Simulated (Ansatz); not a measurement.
# C2H5AlF: comparison of dispersion corrections, by script

Aim: a comparison of dispersion corrections, for C2H5AlF, run from a script. SMILES: C[CH2][Al][F].

Program: Ansatz 0.2.0 through its Python package. The levels of theory stand in the script. These are calculated values, not measurements.

**1. Starting point**

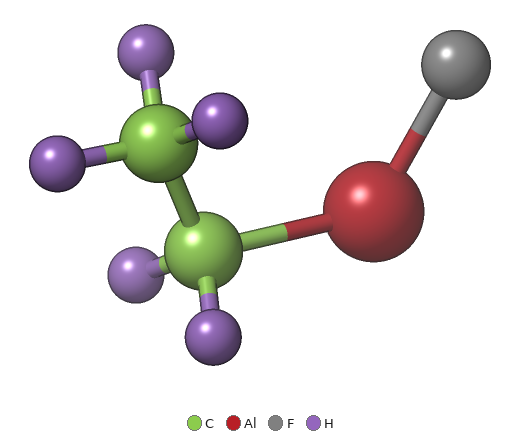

The structure that the script starts from, seen from a chosen angle (carbon green, aluminium red, fluorine grey, hydrogen purple).

The script reads c2h5alf.xyz:

```xyz
9

C    -0.40440    0.77930   -0.13450
C    -0.02030   -0.32970    0.74870
Al    1.00570   -1.68700   -0.28400
F     1.42950   -1.43980   -2.03050
H    -1.09370    0.44180   -0.98870
H    -1.03400    1.57440    0.44890
H     0.46120    1.33970   -0.57060
H     0.65190    0.08030    1.56990
H    -0.90740   -0.80530    1.22370
```

**2. The script**

disp_c2h5alf.py reads:

```python
"""Dispersion corrections for C2H5AlF."""

from dataclasses import dataclass

import ansatz as az


@dataclass(frozen=True)
class Options:
    basis: str = "def2-SVP"


settings = Options()

molecule = az.Crystal.molecule_from_extxyz("c2h5alf.xyz")

job = (
    molecule.calculation()
    .basis(gaussian=settings.basis)
    .spin("collinear", total=1)
)
for name in ["r2scan", "pbe0"]:
    for correction in ("d3bj", "d4"):
        rep = job.functional(name, dispersion=correction).run().report
        print(f"{name:8s} {correction:5s} total {rep['free_energy_ev']:.5f} eV, of which dispersion {1000 * rep['dispersion']['energy']['ev']:.2f} meV")
```

**3. The calls as engine input**

The package turns the script's settings into the engine's input (first run):

```yaml
crystal:
  periodic: [false, false, false]
  atoms:
    - { symbol: C, position_ang: [-0.4044, 0.7793, -0.1345] }
    - { symbol: C, position_ang: [-0.0203, -0.3297, 0.7487] }
    - { symbol: Al, position_ang: [1.0057, -1.687, -0.284] }
    - { symbol: F, position_ang: [1.4295, -1.4398, -2.0305] }
    - { symbol: H, position_ang: [-1.0937, 0.4418, -0.9887] }
    - { symbol: H, position_ang: [-1.034, 1.5744, 0.4489] }
    - { symbol: H, position_ang: [0.4612, 1.3397, -0.5706] }
    - { symbol: H, position_ang: [0.6519, 0.0803, 1.5699] }
    - { symbol: H, position_ang: [-0.9074, -0.8053, 1.2237] }
basis:
  gaussian:
    orbitals: def2-SVP
hamiltonian:
  xc: r2scan
  dispersion: d3bj
magnetization:
  spin_polarized: true
  initial_magnetization: 1.0
```

**4. Launch**

The run is started by

```console
$ python disp_c2h5alf.py
```

Log:

```text
DeckWarning: the engine holds no damping parameters fitted to this dispersion correction and functional, so the run takes those fitted to r2scan beside the three-body term, which d3bj leaves out (hamiltonian.dispersion, under Limitations)
r2scan   d3bj  total -11460.82120 eV, of which dispersion -42.74 meV
r2scan   d4    total -11460.81484 eV, of which dispersion -36.38 meV
pbe0     d3bj  total -11455.80851 eV, of which dispersion -137.93 meV
pbe0     d4    total -11455.79915 eV, of which dispersion -128.57 meV
```

(Warnings from the package without file and line.)

It took 25 s on 1 thread of Arm Neoverse V1, shared host; peak memory 0.24 GiB.

**5. What changed from run to run**

The engine's inputs for the other runs:

Run 2, against run 1:

```diff
@@ -18 +18 @@
-  dispersion: d3bj
+  dispersion: d4
```

Run 3, against run 1:

```diff
@@ -17 +17 @@
-  xc: r2scan
+  xc: pbe0
```

Run 4, against run 1:

```diff
@@ -17,2 +17,2 @@
-  xc: r2scan
-  dispersion: d3bj
+  xc: pbe0
+  dispersion: d4
```

**6. The runs side by side**

The 4 runs, in the order started:

| run | functional | dispersion | energy (eV) | <S²> | SCF cycles | CPU time (s) |
| --- | --- | --- | --- | --- | --- | --- |
| 1 | r2scan | d3bj | -11460.8212 | 0.75 | 18 | 8.2 |
| 2 | r2scan | d4 | -11460.8148 | 0.75 | 18 | 7.8 |
| 3 | pbe0 | d3bj | -11455.8085 | 0.75 | 20 | 4.3 |
| 4 | pbe0 | d4 | -11455.7991 | 0.75 | 20 | 4.4 |

Totals hang on method, basis and potentials, so only like runs compare.

**7. What came out**

```
         quantity                  value
dispersion energy  -137.93 to -36.38 meV
    runs compared                      4
```

The dispersion term depends on the functional it is damped for, so it isn't a property of the molecule alone. All 4 runs converged (18 to 20 cycles). The geometry is a force-field or estimated start, not a minimum of this method, and the basis set is short of its limit. D4 holds the three-body term, and d3bj doesn't. The run takes the species as open-shell (spin multiplicity 2), which needn't be its ground state. A dispersion term here runs with damping parameters fitted for another variant or functional.
